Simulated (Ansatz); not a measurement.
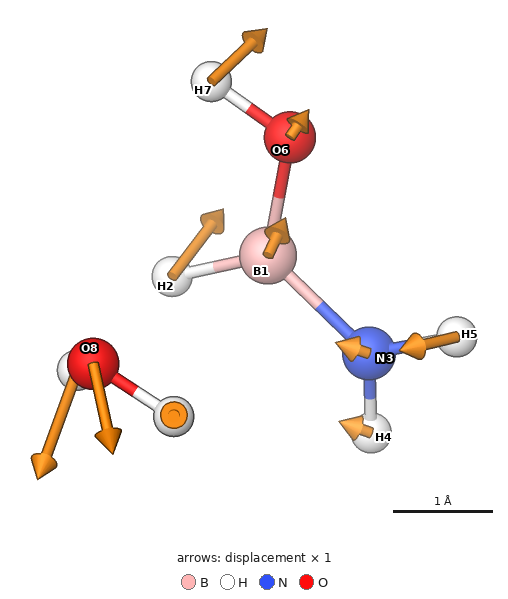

A relaxation of BNH$_{6}$O$_{2}$. The starting structure is drawn; orange arrows show the displacements, at their true length. The two geometries are superimposed by the best rigid fit.

Style: ball-and-stick. Shown at a tilt.

The run prepares an end point of a later path (reaction) calculation, from a guessed geometry.

Computed with RKS BLYP-D4/def2-mTZVP (Ansatz).

The input:
```yaml
crystal:
  periodic: [false, false, false]
  atoms:
    - { symbol: B, position_ang: [0.046916, -0.287415, -0.128398] }
    - { symbol: H, position_ang: [-0.012576, -0.712819, 0.988462] }
    - { symbol: "N", position_ang: [1.329778, -0.050946, -0.694168] }
    - { symbol: H, position_ang: [2.192572, -0.364797, -0.261407] }
    - { symbol: H, position_ang: [1.442874, 0.215301, -1.670476] }
    - { symbol: O, position_ang: [-1.063012, -0.098603, -0.931894] }
    - { symbol: H, position_ang: [-1.899039, -0.150595, -0.434876] }
    - { symbol: O, position_ang: [-0.154114, 1.806361, 1.435497] }
    - { symbol: H, position_ang: [0.623802, 1.988726, 0.869636] }
    - { symbol: H, position_ang: [0.078399, 0.938688, 1.854125] }
basis:
  gaussian: { orbitals: def2-mTZVP }
hamiltonian:
  xc: blyp
  dispersion: d4
relax:
  f_tol: 0.03
  max_steps: 50
output:
  orbitals: {}
```

Command:
```bash
ansatz run input.yaml --threads 2 --pin off --max-ram 3072MiB --backend cpu --events-out ev --progress --plain --runs-dir out
```

Which element moves most?

Hydrogen: up to 1.42 Å, against 1.01 Å for oxygen.

Describe the change and its energy.

The atom that moves furthest after the best rigid fit is H10 (1.42 Å). Largest moves by element: H 1.42 Å, O 1.01 Å, B 0.50 Å, N 0.39 Å. Some distances before and after: O8–H10 0.991 → 0.977 Å, O8–H9 0.979 → 0.985 Å. Over 20 accepted moves (24 points after the start) the energy falls by 4.95 kcal/mol. The largest force component goes from 0.69 to 0.012 eV/Å. The line search rejected the trial steps at points 4, 11, 18, 23 of the run. The forces were under the threshold at step 16, but the run went on from there.
